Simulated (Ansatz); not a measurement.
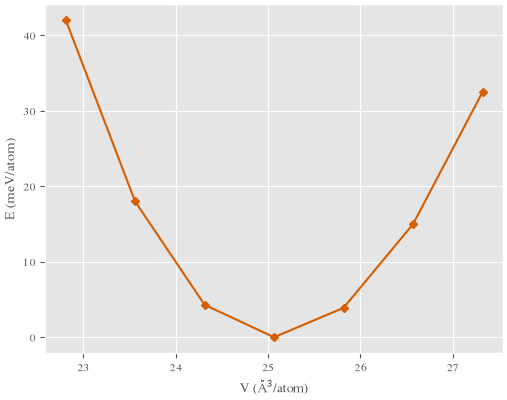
Fig. 1. YSi (NiAs type, space group No. 194) under volume change, plane-wave PAW PBE (Ansatz code), shape and atoms relaxed at each volume.

### Question
What does a third-order Birch–Murnaghan fit give for V₀, B₀ and B′?

### Answer
V₀ = 25.07 Å³/atom, B₀ = 58.2 GPa, B′ = 3.2.

Space group P6_3/mmc (NiAs type). A made-up cell: these elements were put on the sites of a structure type; neither database checked (COD, Materials Project) lists it. Whether it is the stable phase at ambient conditions was not checked. The PBE relaxation kept the symmetry of its start; its stability against distortions is not shown here. No spin polarisation was allowed.

Potentials: the later of the program's two PAW sets.
